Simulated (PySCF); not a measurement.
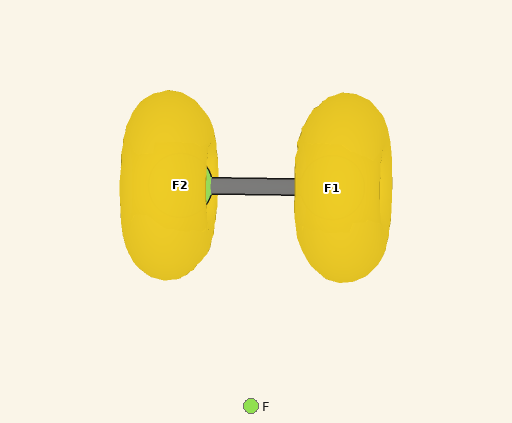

F₂. Isosurface of the electron localisation function at 0.8 (yellow), seen from one side. Core shells and regions of very low density are left out.

Level of theory: PBE0/def2-TZVPPD, non-relativistic Hamiltonian with scalar-relativistic core potentials where named, at a bond length of 1.376 Å (PySCF).

### Describe the localisation domains.

The surface consists of two regions wrapped around F (its lone pairs, merged into a ring or cap). Profiles from the grid: F–F (1.38 Å): the ELF peaks at about 0.70 between the atoms.
